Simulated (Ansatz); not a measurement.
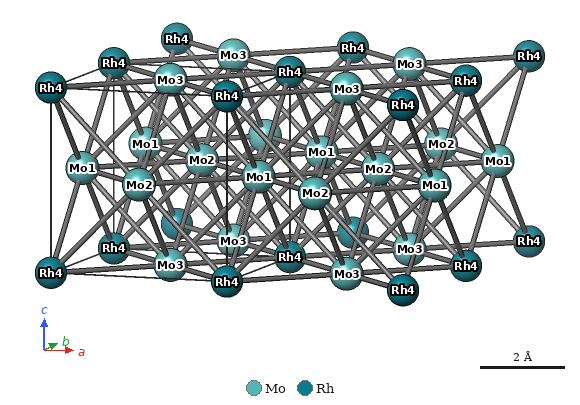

Crystalline Mo₃Rh (a generated structure, set up in Pm-3m) (coarse preliminary run), before the relaxation. Style: ball-and-stick. Shown: the cell of the calculation, repeated 2 × 2 × 1 with one cell outlined, slightly off an axis.

These are results of Ansatz, DFT PBE, scalar-relativistic, plane waves, PAW, not measurements.

The input:
```yaml
crystal:
  lattice:
    - [4.48216619, 0.0, 0.0]
    - [0.0, 4.48216619, 0.0]
    - [0.0, 0.0, 4.48216619]
  atoms:
    - { symbol: Mo, position: [0.0, 0.5, 0.5] }
    - { symbol: Mo, position: [0.5, 0.0, 0.5] }
    - { symbol: Mo, position: [0.5, 0.5, 0.0] }
    - { symbol: Rh, position: [0.0, 0.0, 0.0] }
basis:
  ecutwfc: 420
kpoints:
  mp_grid: { grid: [4, 4, 4] }
hamiltonian:
  xc: pbe
scf:
  occupations: { method: gaussian, width: 0.1 }
  lower_state_search: "off"
output:
  forces: true
  stress: true
  eigenvalues: true
relax:
  adjacent_minimum: "off"
  f_tol: 0.04
  max_steps: 70
  cell: { stress_tol: 0.4 }
```

Command:
```bash
ansatz run input.yaml --threads 1 --pin off --max-ram 2048MiB --backend cpu --events-out ev --progress --plain --runs-dir out
```

Q: What does the optimiser find from here?

A: The atoms keep their places relative to the cell (all moves are under 0.005 Å). The volume changes by −31.6 %, with a = b = c 4.482 → 3.948 Å (−11.9 %). Among the contacts that change: Mo1–Rh4 3.169 → 2.792 Å, Mo1–Mo2 3.169 → 2.792 Å. The space group stays Pm-3m (No. 221). Over 4 accepted moves (5 points after the start) the energy falls by 1299 meV per atom. All forces vanish by symmetry, so only the cell relaxes. Pressure: −40.52 GPa at the start and 0.01 GPa at the end. At 1 point the geometry stayed and the basis and grid were re-selected for the new cell (energy shift of 1.4 meV per atom at most each time).

Final geometry:

```
CELL_PARAMETERS angstrom
3.94828 0.00000 0.00000
0.00000 3.94828 0.00000
0.00000 0.00000 3.94828
ATOMIC_POSITIONS crystal
Mo 0.00000 0.50000 0.50000
Mo 0.50000 0.00000 0.50000
Mo 0.50000 0.50000 0.00000
Rh 0.00000 0.00000 0.00000
```

After the run, drawn alike:

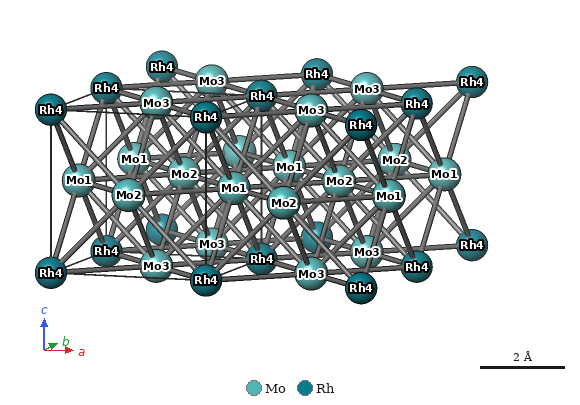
